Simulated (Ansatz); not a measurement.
ClH$_{4}$OSi$_{2}$ (SMILES [SiH3]O[SiH]Cl) (doublet)

Input

```
crystal:
  periodic: [false, false, false]
  atoms:
    - {symbol: Si, position_ang: [-0.834765, 0.791686, 0.657810]}
    - {symbol: O, position_ang: [0.598831, 0.278318, 0.028208]}
    - {symbol: Si, position_ang: [1.289019, -0.613242, -1.141520]}
    - {symbol: Cl, position_ang: [0.162518, -2.305069, -1.493389]}
    - {symbol: H, position_ang: [-1.500847, -0.329980, 1.363308]}
    - {symbol: H, position_ang: [-0.533625, 1.886461, 1.609508]}
    - {symbol: H, position_ang: [-1.714046, 1.291442, -0.429171]}
    - {symbol: H, position_ang: [2.624915, -1.056716, -0.650454]}
basis:
  gaussian: {orbitals: def2-TZVPP}
magnetization: {spin_polarized: true, initial_magnetization: 1}
hamiltonian: {xc: pbe0, dispersion: d4}
output: {orbitals: {seedname: orbitals}}
```

Launched as:

```sh
ansatz run in.yaml --threads 4 --pin off --events-out ev --progress --plain --max-ram 10444MiB
```

Geometry: PBE0-D4/def2-TZVP.

All numbers below come from UKS PBE0-D4/def2-TZVPP (Ansatz 0.2.0).

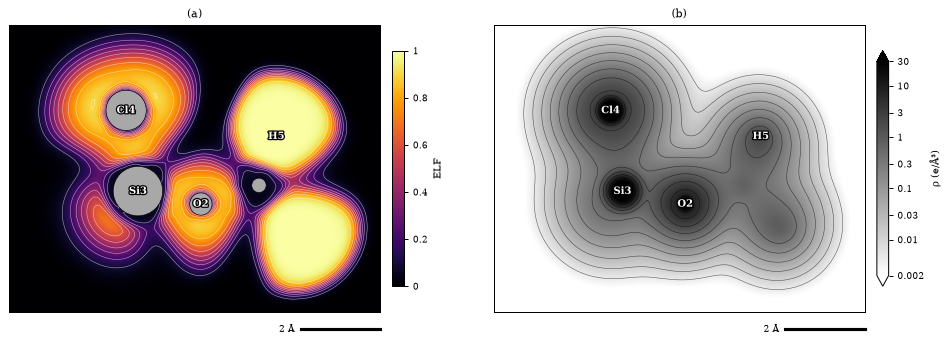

Figure 1. (a) electron localisation function; (b) total electron density on the plane of atoms O2, Si3 and Cl4. Grey discs cover the atomic cores in the ELF map.

Interpret the plot.

- The section cuts through O, Si, Cl and H sites.
- Si–O (1.62 Å): ρ is about 1.2 e/Å³ halfway; the ELF peaks at about 0.85 between the atoms: a polar covalent bond.
- Si–Cl (2.06 Å): the density is about 0.89 e/Å³ at the midpoint; the ELF peaks at about 0.85 between the atoms; a polar covalent bond.
- The ELF also peaks beside O2 and Cl4, away from the bonds: non-bonding electrons, paired or unpaired.

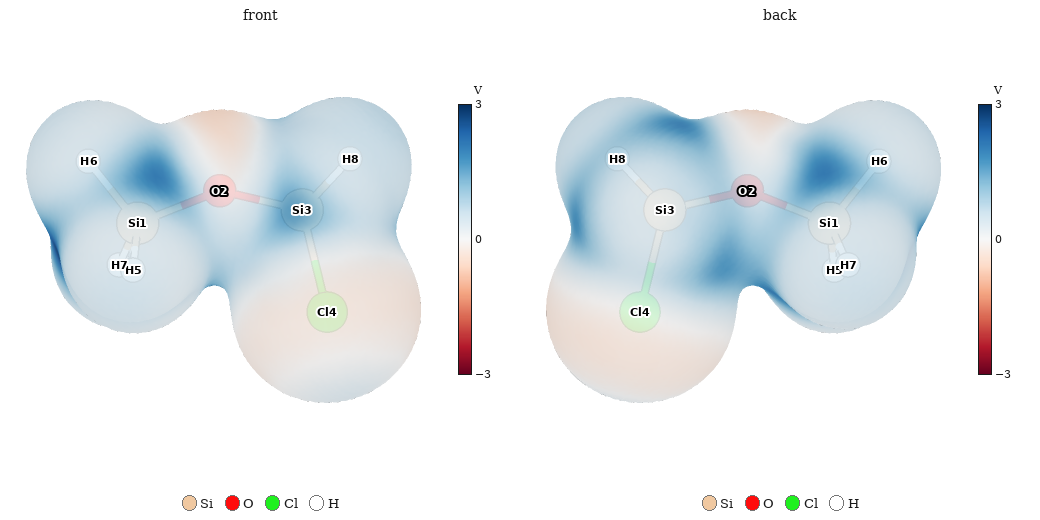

Figure 2. The molecular electrostatic potential painted on the density surface at 0.004 e/bohr³, seen from the front and from behind; the colour scale runs from red (negative) to blue (positive).

Where is the surface potential most negative and most positive?

The most negative region (about −0.5 V, or −12 kcal/mol for a unit charge) lies over O2, the most positive (about +2.3 V, or +53 kcal/mol for a unit charge) over Si1. Cl4 shows a σ-hole: about +0.3 V, or +7 kcal/mol for a unit charge at the tip opposite its bond, against about −0.2 V on its flanks.

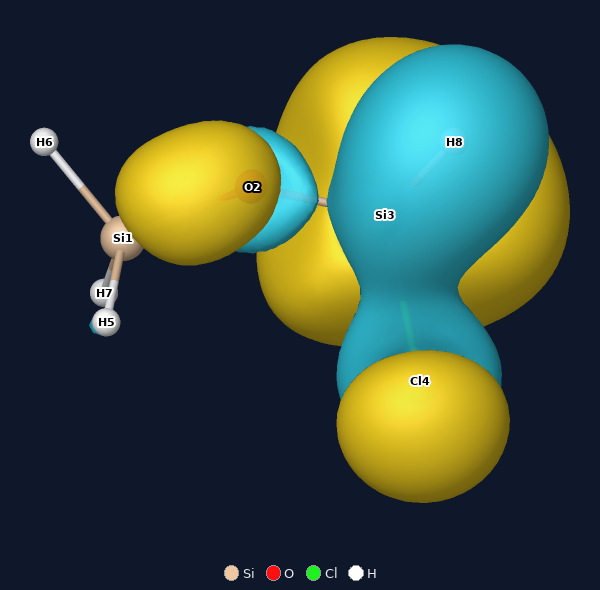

Figure 3. The LUMO (β) at ±0.06 Å⁻³ᐟ² (yellow and cyan are the two phases), seen across its widest extent.

Where does this orbital lie, and at what energy?

It lies mainly on Si3 (about 70 %), Cl4 (about 10 %), H8 (about 10 %) and O2 (about 5 %). Its energy is −2.53 eV.
